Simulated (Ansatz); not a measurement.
# Computed against measured: atomisation enthalpy at 298 K

6 molecules holding an element past argon; the atomisation enthalpy at 298 K in kJ/mol, computed less measured. Shapes, held fixed at every level: PBE0-D4/def2-TZVP. Thermal terms are harmonic and unscaled (PBE0-D4/def2-TZVP); the spin-orbit lowering of the free atoms is taken from their spectra. Programs: Ansatz 0.2.0. Measured values: Active Thermochemical Tables, CRC Handbook of Chemistry and Physics, NIST-JANAF tables.

Levels: A = HF/def2-SVP; B = BHLYP-D4/def2-TZVPP; C = B2PLYP/def2-TZVPP.

```tsv
molecule	from tabulated heats	A	B	C
ICl (iodine monochloride)	211	-185	-47	-27
H2Se (hydrogen selenide)	633	-207	-6	+4
BBr3 (boron tribromide)	1110	-303	-57	-20
CBr2ClF (dibromochlorofluoromethane)	1329	-617	-143	-51
CBrCl2F (bromodichlorofluoromethane)	1391	-616	-142	-51
GeH4 (germane)	1153	-280	+10	+5
```

Task: Sum up the errors.

Result: 
```tsv
level	kind	mean error	mean absolute error	worst case
HF/def2-SVP	Hartree–Fock	-368.0	368.0	CBr2ClF
BHLYP-D4/def2-TZVPP	global hybrid	-64.2	67.5	CBr2ClF
B2PLYP/def2-TZVPP	double hybrid	-23.3	26.3	CBr2ClF
```

On this set B2PLYP/def2-TZVPP has the smallest mean absolute error and HF/def2-SVP the largest. HF/def2-SVP is too low in 6 of 6; BHLYP-D4/def2-TZVPP is too low in 5 of 6; B2PLYP/def2-TZVPP is too low in 4 of 6. The heats of H2Se come from older tables and can be uncertain by 10 kJ/mol or more. The molecules' own spin-orbit binding is left out, so errors for heavy halides read too negative. The tabulated value of BBr3 is in doubt (older tables, estimates, or at odds with other calculations) and kept here. Over the 5 molecules whose values aren't doubted the mean absolute errors are A 381.0; B 69.6; C 27.6. For HF/def2-SVP the error grows with the size of the molecule. Hartree–Fock lacks correlation and underbinds. For atoms past krypton def2 sets carry core potentials with scalar relativity. Relativity is left out for Br, Ge, Se. Outer-core shells of Br, Ge, I, Se are correlated, in sets that cover them unevenly. The set is small.

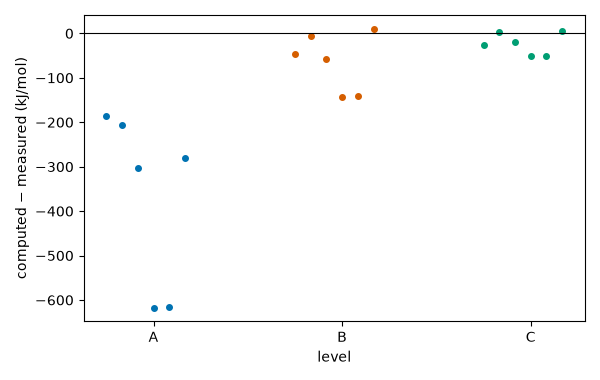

Errors of each level, one point a molecule.
